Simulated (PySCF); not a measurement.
Al2(mu-F)2(OH)4, H4Al2F2O4, singlet at its B3LYP/def2-SVP optimised geometry (Å):

```
12

Al     1.4082    -0.0004     0.0000
Al    -1.4082    -0.0004     0.0000
F      0.0005     1.1717     0.0000
O      2.1316     0.0237     1.5313
H      3.0768    -0.0140     1.6949
O      2.2926    -0.0220    -1.4406
H      1.9804    -0.0483    -2.3475
F     -0.0009    -1.1717     0.0230
O     -2.3267     0.0197     1.4188
H     -2.0389     0.0460     2.3337
O     -2.0946    -0.0245    -1.5485
H     -3.0355     0.0155    -1.7352
```

Computed with B3LYP/def2-TZVP (PySCF). Cells within 0.4 Å of a nucleus heavier than hydrogen are left out (blank, or x).

Map of the log10 of the electron density (e/bohr³), floored at −4 on the plane z = 0.0 Å:

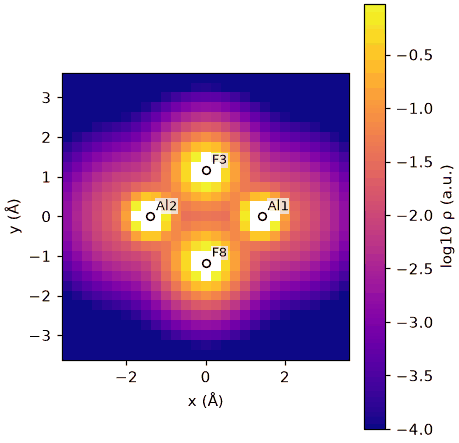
Log10 of the electron density (e/bohr³), floored at −4 on the plane z = 0.0 Å.
